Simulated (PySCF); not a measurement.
# C₃H₇FOSi: electronic excitations and core binding energies

Wanted: the electronic excitations and core binding energies of C₃H₇FOSi (`C[Si@@H]1OC[C@@H]1F`), by calculation.

Computed with PySCF 2.14.0, with density-fitted response routines of our own, on a single molecule in the gas phase. Atoms count from 0, in the outputs and in this text.

## Step 1: The molecule as given

13 atoms, charge 0, multiplicity 1; geometry from: GFN2-xTB.

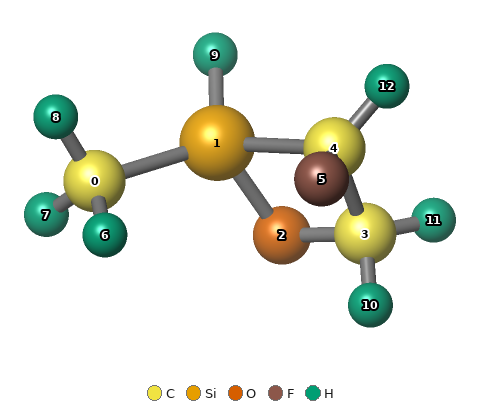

As it starts; carbon yellow, silicon amber, oxygen orange, fluorine brown, hydrogen teal, atoms numbered; sticks join atoms by distance.

## Step 2: TDDFT and polarisability: wB97X-D/def2-SVPD

Job settings and geometry (Å):

```
{"job": {"kind": "uv", "xc": "wB97X-D", "basis": "def2-SVPD", "nstates": 8, "ntriplets": 3}, "charge": 0, "multiplicity": 1}
C     -2.061067    -0.164071    -0.138903
Si    -0.366836     0.560222    -0.548216
O      0.701983    -0.502553    -1.247034
C      1.657405    -0.544539    -0.183864
C      1.007869     0.422621     0.802468
F      0.673109    -0.188532     1.996006
H     -1.983888    -0.988144     0.566325
H     -2.538831    -0.537747    -1.039524
H     -2.711102     0.588534     0.294085
H     -0.365201     1.850762    -1.232307
H      1.729609    -1.559849     0.207350
H      2.629274    -0.220266    -0.556213
H      1.623288     1.284048     1.062099
```

Method: TDDFT wB97X-D/def2-SVPD, vertical, gas phase, core orbitals frozen in the response.

The run is started by

```console
OMP_NUM_THREADS=1 python probes_run.py task.json out
```

One launch serves the whole session: the jobs run in the order shown.

**Question.** This job is followed by: delta-SCF UKS SCAN, pcX-2 on the ionised atom, pcseg-1 elsewhere, spin-free X2C. What will the session give for the following? lowest singlet (wB97X-D/def2-SVPD); brightest single state of those computed; lowest triplet; surface potential, least and greatest; C1s binding energies, SCAN/pcX-2; Si1s binding energies, SCAN/pcX-2; Si2p binding energies, SCAN/pcX-2; O1s binding energies, SCAN/pcX-2; F1s binding energies, SCAN/pcX-2.

The runs gave:

```
                                quantity                               value
      lowest singlet (wB97X-D/def2-SVPD)         6.79 eV (183 nm), f = 0.042
brightest single state of those computed         state 6, 8.04 eV, f = 0.051
                          lowest triplet                             6.28 eV
   surface potential, least and greatest                  -1.51 V and 1.54 V
        C1s binding energies, SCAN/pcX-2  C3 292.27, C4 292.20, C0 290.47 eV
       Si1s binding energies, SCAN/pcX-2                      Si1 1847.07 eV
       Si2p binding energies, SCAN/pcX-2                       Si1 107.43 eV
        O1s binding energies, SCAN/pcX-2                        O2 537.64 eV
        F1s binding energies, SCAN/pcX-2                        F5 692.16 eV
```

What this shows: The first singlet state (HOMO→LUMO 0.93) lies at 6.79 eV and is weak; of the 8 states computed, the strongest absorption comes from state 6 at 8.04 eV. The lowest triplet lies 0.51 eV below the lowest singlet (triplets in Tamm-Dancoff, singlets in full TDDFT). C3 (sp3 CH2 bonded to O) binds its C1s electron 1.80 eV more tightly than C0 (methyl carbon bonded to Si).
